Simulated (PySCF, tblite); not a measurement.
**C4H6, a complex of two parts: NMR shifts, interaction energy, spin-spin couplings and electronic excitations, part 1 of 3**

Aim: the NMR shifts, interaction energy, spin-spin couplings and electronic excitations of `C=C` with `C#C`.

Computed with tblite 0.8.0 and PySCF 2.14.0; each step states its level. No surroundings beyond the atoms listed, unless a continuum is named. Atoms count from 0, parts from 1.

### 1 Starting point

10 atoms, charge 0, multiplicity 1; geometry: rigid parts in contact. Parts: 1 = atoms 0–5, `C=C`, charge 0; 2 = atoms 6–9, `C#C`, charge 0.

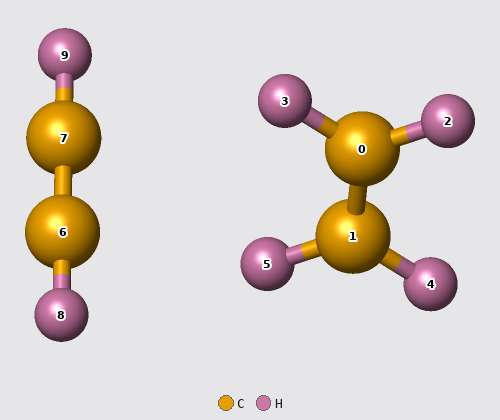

The starting geometry (carbon amber, hydrogen pink), atoms numbered.

### 2 Docking the parts with GFN2-xTB

The job: settings as JSON, then the geometry in Å.

```
{"job": {"kind": "dock", "xc": "GFN2-xTB", "basis": "xTB"}, "charge": 0, "multiplicity": 1, "parts": [{"atoms": "0-5", "charge": 0, "multiplicity": 1}, {"atoms": "6-9", "charge": 0, "multiplicity": 1}]}
C      0.654463    -0.036643     0.059322
C     -0.654485     0.036368    -0.059401
H      1.128836    -0.328752     0.981920
H      1.316033     0.192165    -0.760167
H     -1.316036    -0.191723     0.760353
H     -1.128812     0.328585    -0.982028
C     -0.698275     1.074131    -3.127775
C     -0.330245     0.014812    -3.537015
H     -1.021771     2.005725    -2.768398
H     -0.006513    -0.916447    -3.897189
```

Level: GFN2-xTB search for minima from random contacts, gas phase.

On the command line:

```sh
> OMP_NUM_THREADS=1 python cluster_run.py task.json out
```

This one command runs all jobs of the session in turn.

The log of the run:

```text
step      E/eV     max force
  0    -312.33493    0.115
  1    -312.33551    0.162
  2    -312.33807    0.246
  3    -312.34052    0.247
  4    -312.34363    0.199
  5    -312.34556    0.153
  6    -312.34805    0.177
  7    -312.35134    0.195
  8    -312.35482    0.181
  9    -312.35846    0.166
 10    -312.36183    0.181
 11    -312.36509    0.190
 12    -312.36850    0.153
 13    -312.37167    0.163
 14    -312.37362    0.098
 15    -312.37440    0.099
 16    -312.37486    0.089
 17    -312.37539    0.075
 18    -312.37585    0.068
 19    -312.37611    0.043
 20    -312.37623    0.038
 21    -312.37632    0.033
 22    -312.37642    0.038
 23    -312.37648    0.024
 24    -312.37650    0.011

distinct minima (kcal/mol above the one taken): 0.00 0.21 0.86
by PBE0-D3(BJ)/def2-SVP single points: 0.00 0.61 1.32
binding energy -0.999 kcal/mol
```

It took 4.1 s on 1 thread of Arm Neoverse V2, shared host.

The steps of the relaxation:

```
step  energy from step 0 (eV)  largest force (eV/Å)
   0                   0.0000                0.1155
   1                  -0.0006                0.1614
   2                  -0.0031                0.2465
   3                  -0.0056                0.2469
   4                  -0.0087                0.1983
   5                  -0.0106                0.1522
   6                  -0.0131                0.1778
   7                  -0.0164                0.1941
   8                  -0.0199                0.1812
   9                  -0.0235                0.1664
  10                  -0.0269                0.1809
  11                  -0.0302                0.1904
  12                  -0.0336                0.1535
  13                  -0.0367                0.1627
  14                  -0.0387                0.0977
  15                  -0.0395                0.0991
  16                  -0.0399                0.0892
  17                  -0.0405                0.0748
  18                  -0.0409                0.0673
  19                  -0.0412                0.0431
  20                  -0.0413                0.0381
  21                  -0.0414                0.0327
  22                  -0.0415                0.0375
  23                  -0.0416                0.0239
  24                  -0.0416                0.0109
```

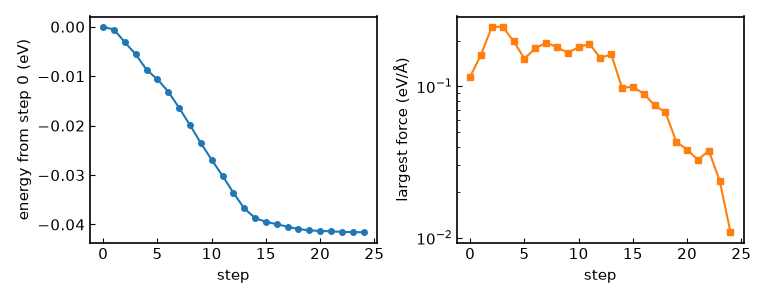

Energy and largest force along the relaxation.

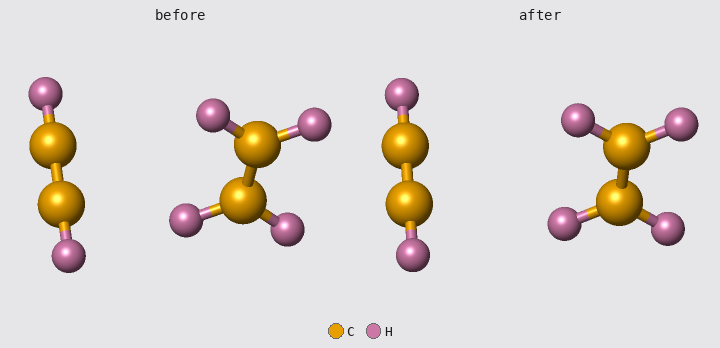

The geometry before (left) and after (right).

Distances of close pairs at the start and the end, largest changes first:

```
 bond  before (Å)  after (Å)  change (Å)
C6–H8       1.050      1.050      +0.000
C1–H4       1.078      1.078      +0.000
C0–H2       1.078      1.078      +0.000
C7–H9       1.050      1.050      +0.000
C6–C7       1.194      1.194      +0.000
C1–H5       1.078      1.078      +0.000
C0–H3       1.078      1.078      -0.000
C0–C1       1.316      1.316      -0.000
```

Contacts between the parts in the structure taken on (a selection, picked against the atoms' radii; other short pairs can be missing):

```
  atoms  distance (Å)  kind (by distance and angle)  angle (°)
H5···C6          2.90     at van der Waals distance          –
```

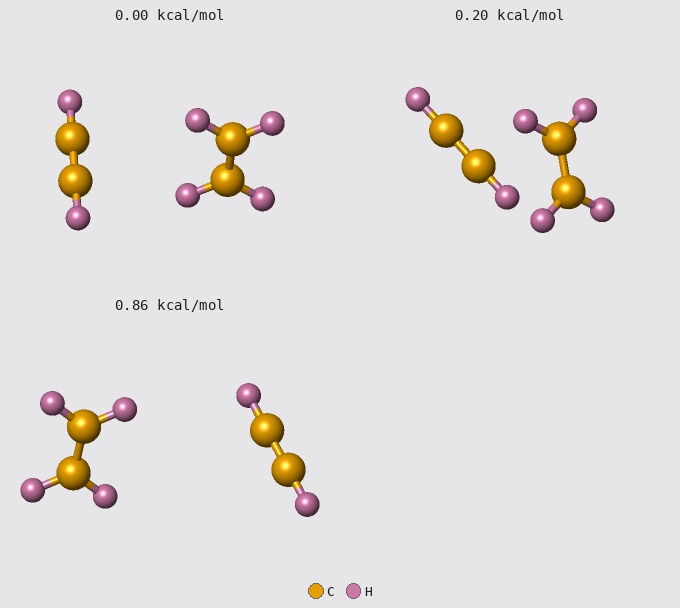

The minima found from 6 starts, with xTB energies counted from the lowest.

### 3 Optimising the geometry at PBE0-D3(BJ)/def2-SVPD

The job: settings as JSON, then the geometry in Å.

```
{"job": {"xc": "PBE0", "basis": "def2-SVPD", "d3": "d3bj", "grid": 2, "kind": "geom", "shake": 0.01}, "charge": 0, "multiplicity": 1, "parts": [{"atoms": "0-5", "charge": 0, "multiplicity": 1}, {"atoms": "6-9", "charge": 0, "multiplicity": 1}]}
C      0.658635    -0.086364     0.159369
C     -0.683632    -0.046916     0.153381
H      1.187654    -0.294630     1.031932
H      1.239155     0.161043    -0.737715
H     -1.255294    -0.267093     1.030766
H     -1.243127     0.193290    -0.737609
C     -0.647888     1.166298    -3.396545
C     -0.296907     0.080960    -3.736642
H     -0.962792     2.134028    -3.080804
H     -0.011057    -0.887978    -4.015038
```

The log of the run:

```text
step   0  E = -155.60260628  max force = 0.034247
step   1  E = -155.60664073  max force = 0.004692
step   2  E = -155.60666951  max force = 0.001098
step   3  E = -155.60668307  max force = 0.001257
step   4  E = -155.60669389  max force = 0.000472
step   5  E = -155.60671456  max force = 0.001022
step   6  E = -155.60673339  max force = 0.001159
step   7  E = -155.60674796  max force = 0.000699
step   8  E = -155.60675378  max force = 0.000088
optimisation converged
```

It took 46 s on 1 thread of Arm Neoverse V2, shared host; peak memory 0.56 GiB.

Along the way:

```
step  energy from step 0 (eV)  largest force component (eV/Å)
   0                   0.0000                          1.7611
   1                  -0.1098                          0.2413
   2                  -0.1106                          0.0565
   3                  -0.1109                          0.0646
   4                  -0.1112                          0.0243
   5                  -0.1118                          0.0526
   6                  -0.1123                          0.0596
   7                  -0.1127                          0.0359
   8                  -0.1129                          0.0045
```

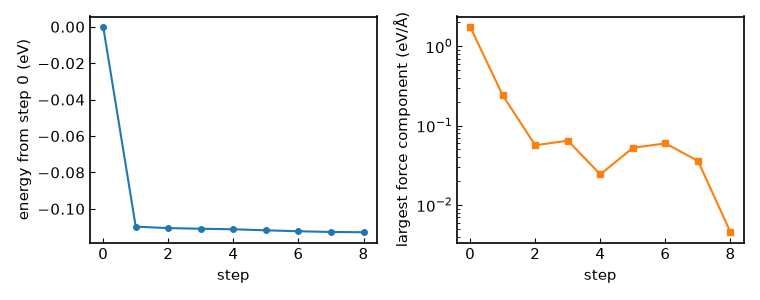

Energy and force, step by step.

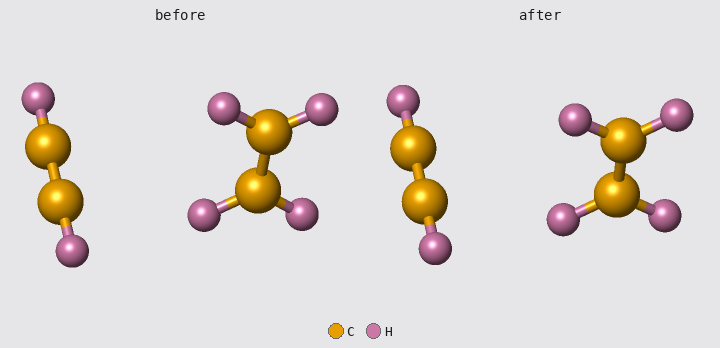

Before and after, at one scale.

Distances of close pairs at the start and the end, largest changes first:

```
 bond  before (Å)  after (Å)  change (Å)
C0–H2       1.041      1.093      +0.051
C7–H9       1.048      1.074      +0.026
C1–H4       1.070      1.093      +0.023
C6–C7       1.190      1.208      +0.018
C1–H5       1.079      1.093      +0.013
C0–C1       1.343      1.331      -0.012
C6–H8       1.066      1.074      +0.008
C0–H3       1.097      1.092      -0.005
```

The final coordinates are the input of the step that follows.

```
                         at the end point                 value
rotational constants (GHz, main isotopes)  16.198, 2.489, 2.419
                        dipole moment (D)                  0.16
```

Contacts at the end point (a selection, picked against the atoms' radii; other short pairs can be missing):

```
  atoms  distance (Å)  kind (by distance and angle)  angle (°)
H3···C7          3.02     at van der Waals distance          –
```

Against the parts relaxed at this level the binding energy is -1.87 kcal/mol, without counterpoise.

### 4 Shielding tensors: PBE0/pcSseg-2

The job: settings as JSON, then the geometry in Å.

```
{"job": {"kind": "nmr", "xc": "PBE0", "basis": "pcSseg-2"}, "charge": 0, "multiplicity": 1, "parts": [{"atoms": "0-5", "charge": 0, "multiplicity": 1}, {"atoms": "6-9", "charge": 0, "multiplicity": 1}]}
C      0.483457    -0.125534     0.064821
C     -0.843109    -0.210427     0.135882
H      1.116114    -0.291251     0.940075
H      0.984352     0.114489    -0.875711
H     -1.352670    -0.447925     1.072918
H     -1.468363    -0.045428    -0.744692
C     -0.449113     1.302596    -3.350462
C     -0.183500     0.166516    -3.665383
H     -0.683493     2.311543    -3.066953
H      0.053605    -0.843837    -3.941566
```

With the program's defaults for keys left out, this is: GIAO PBE0/pcSseg-2 NMR shielding, non-relativistic, gas phase.

The log of the run:

```text
coarse grid: 8064 points
cycle   1  E = -155.7224264760  dE =  8.682e-02  |g| = 4.204e-01  |ddm| = 2.041e+00
cycle   2  E = -155.7254836681  dE = -3.057e-03  |g| = 3.989e-01  |ddm| = 5.476e-01
cycle   3  E = -155.7675471137  dE = -4.206e-02  |g| = 2.121e-02  |ddm| = 3.103e-01
cycle   4  E = -155.7676404065  dE = -9.329e-05  |g| = 9.461e-03  |ddm| = 2.316e-02
cycle   5  E = -155.7676615502  dE = -2.114e-05  |g| = 2.393e-03  |ddm| = 8.101e-03
cycle   6  E = -155.7676623966  dE = -8.464e-07  |g| = 1.594e-03  |ddm| = 3.017e-03
final grid: 77064 points
cycle   7  E = -155.7707454485  dE = -6.654e-05  |g| = 6.622e-03  |ddm| = 3.790e-02
cycle   8  E = -155.7707321577  dE =  1.329e-05  |g| = 9.827e-03  |ddm| = 1.055e-02
cycle   9  E = -155.7707552492  dE = -2.309e-05  |g| = 2.612e-03  |ddm| = 7.201e-03
cycle  10  E = -155.7707569830  dE = -1.734e-06  |g| = 2.237e-04  |ddm| = 1.814e-03
cycle  11  E = -155.7707569944  dE = -1.143e-08  |g| = 6.749e-05  |ddm| = 2.061e-04
cycle  12  E = -155.7707569953  dE = -9.068e-10  |g| = 3.311e-05  |ddm| = 6.535e-05
cycle  13  E = -155.7707569956  dE = -2.622e-10  |g| = 8.450e-06  |ddm| = 2.137e-05
converged SCF energy = -155.7707569956

GIAO shielding tensors (ppm)
atom      isotropic    diamagn.    paramagn.     s11        s22        s33       span
  0 C       47.499     256.066    -208.567    -79.364     53.947    167.914    247.278
  1 C       47.922     255.796    -207.874    -79.168     55.027    167.908    247.075
  2 H       25.437      32.939      -7.503     23.000     25.197     28.113      5.113
  3 H       25.182      35.802     -10.620     23.840     23.958     27.748      3.908
  4 H       25.447      32.585      -7.138     22.979     25.195     28.166      5.187
  5 H       25.249      35.084      -9.835     23.611     24.116     28.019      4.408
  6 C      106.882     261.908    -155.025     20.150     22.198    278.299    258.149
  7 C      107.041     261.931    -154.890     20.533     22.296    278.293    257.759
  8 H       29.826      31.388      -1.563     24.428     25.328     39.721     15.293
  9 H       29.824      31.327      -1.503     24.446     25.274     39.753     15.307

== part 1 alone, relaxed ==
coarse grid: 4656 points
cycle   1  E = -78.4918336491  dE = -1.264e-02  |g| = 2.744e-01  |ddm| = 1.469e+00
cycle   2  E = -78.4903450884  dE =  1.489e-03  |g| = 2.862e-01  |ddm| = 3.504e-01
cycle   3  E = -78.5122027616  dE = -2.186e-02  |g| = 5.461e-03  |ddm| = 1.783e-01
cycle   4  E = -78.5122120473  dE = -9.286e-06  |g| = 5.690e-04  |ddm| = 6.226e-03
final grid: 43904 points
cycle   5  E = -78.5133051154  dE = -3.599e-05  |g| = 4.585e-03  |ddm| = 1.728e-02
cycle   6  E = -78.5133047001  dE =  4.154e-07  |g| = 4.775e-03  |ddm| = 5.538e-03
cycle   7  E = -78.5133106709  dE = -5.971e-06  |g| = 8.334e-05  |ddm| = 2.948e-03
cycle   8  E = -78.5133106722  dE = -1.265e-09  |g| = 2.358e-05  |ddm| = 7.726e-05
cycle   9  E = -78.5133106723  dE = -8.720e-11  |g| = 8.520e-06  |ddm| = 1.637e-05
converged SCF energy = -78.5133106723

GIAO shielding tensors (ppm)
atom      isotropic    diamagn.    paramagn.     s11        s22        s33       span
  0 C       49.246     252.443    -203.196    -79.111     59.115    167.734    246.845
  1 C       49.246     252.442    -203.197    -79.112     59.114    167.735    246.847
  2 H       25.493      30.637      -5.144     22.569     25.414     28.497      5.928
  3 H       25.493      30.637      -5.145     22.569     25.414     28.496      5.927
  4 H       25.493      30.637      -5.145     22.569     25.413     28.496      5.928
  5 H       25.493      30.638      -5.145     22.569     25.414     28.496      5.927

== part 2 alone, relaxed ==
coarse grid: 3416 points
cycle   1  E = -77.2287381903  dE =  9.600e-02  |g| = 3.220e-01  |ddm| = 1.407e+00
cycle   2  E = -77.2330415016  dE = -4.303e-03  |g| = 2.836e-01  |ddm| = 4.109e-01
cycle   3  E = -77.2542542365  dE = -2.121e-02  |g| = 1.524e-02  |ddm| = 2.572e-01
cycle   4  E = -77.2543162044  dE = -6.197e-05  |g| = 1.887e-03  |ddm| = 2.930e-02
cycle   5  E = -77.2543168733  dE = -6.690e-07  |g| = 8.070e-05  |ddm| = 3.429e-03
final grid: 33160 points
cycle   6  E = -77.2566733630  dE = -2.612e-05  |g| = 3.095e-03  |ddm| = 2.375e-02
cycle   7  E = -77.2566739064  dE = -5.433e-07  |g| = 2.796e-03  |ddm| = 6.037e-03
cycle   8  E = -77.2566760026  dE = -2.096e-06  |g| = 2.133e-04  |ddm| = 3.022e-03
cycle   9  E = -77.2566759911  dE =  1.154e-08  |g| = 2.937e-04  |ddm| = 3.242e-04
cycle  10  E = -77.2566760130  dE = -2.190e-08  |g| = 1.754e-05  |ddm| = 1.899e-04
cycle  11  E = -77.2566760130  dE = -6.510e-11  |g| = 4.879e-07  |ddm| = 9.321e-06
converged SCF energy = -77.2566760130

GIAO shielding tensors (ppm)
atom      isotropic    diamagn.    paramagn.     s11        s22        s33       span
  0 C      107.591     261.551    -153.960     21.844     21.845    279.084    257.240
  1 C      107.591     261.550    -153.959     21.845     21.845    279.084    257.239
  2 H       29.920      31.104      -1.185     24.818     24.818     40.123     15.306
  3 H       29.920      31.105      -1.185     24.818     24.818     40.124     15.306
```

It took 22 s on 1 thread of Arm Neoverse V2, shared host; peak memory 0.8 GiB.

No reference compound was run at this level, so shieldings alone are listed.

```
atoms                       environment  σ (ppm)
   C0           carbon bonded to C, 2 H     47.5
   C1           carbon bonded to C, 2 H     47.9
   C6             carbon bonded to C, H    106.9
   C7             carbon bonded to C, H    107.0
   H3  hydrogen on a carbon bonded to C    25.18
   H5  hydrogen on a carbon bonded to C    25.25
   H2  hydrogen on a carbon bonded to C    25.44
   H4  hydrogen on a carbon bonded to C    25.45
   H9  hydrogen on a carbon bonded to C    29.82
   H8  hydrogen on a carbon bonded to C    29.83
```

Charges from the same density, by scheme (e):

```
atoms  Mulliken    IAO  Hirshfeld  ESP fit
   C0     -0.13  -0.31      -0.10    -0.34
   C1     -0.13  -0.31      -0.10    -0.35
   C6     -0.06  -0.21      -0.09    -0.30
   C7     -0.06  -0.21      -0.09    -0.28
```

ESP fit charges:

```
atom  value (e)
  C0      -0.34
  C1      -0.35
  H2       0.17
  H3       0.17
  H4       0.17
  H5       0.17
  C6      -0.30
  C7      -0.28
  H8       0.30
  H9       0.29
```

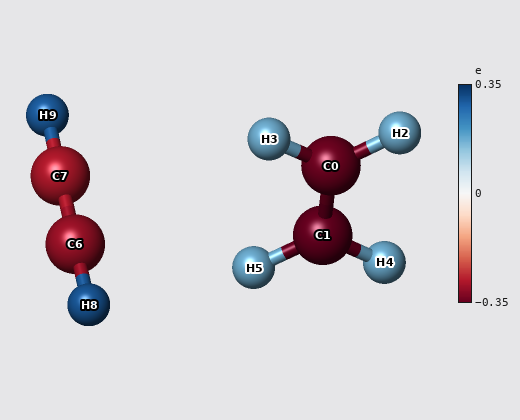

ESP fit charges, as colours on the atoms.

Mayer bond orders: C0–C1 1.93, C6–C7 2.74.

What binding changes (parts relaxed alone, same level, their own basis):

```
atom  σ alone (ppm)  σ in the cluster  shift on binding (ppm)
  C0          49.25             47.50                   +1.75
  C1          49.25             47.92                   +1.32
  C6         107.59            106.88                   +0.71
  C7         107.59            107.04                   +0.55
  H2          25.49             25.44                   +0.06
  H3          25.49             25.18                   +0.31
  H5          25.49             25.25                   +0.24
  H9          29.92             29.82                   +0.10
  H8          29.92             29.83                   +0.09
```

(Continued in part 2 of 3.)
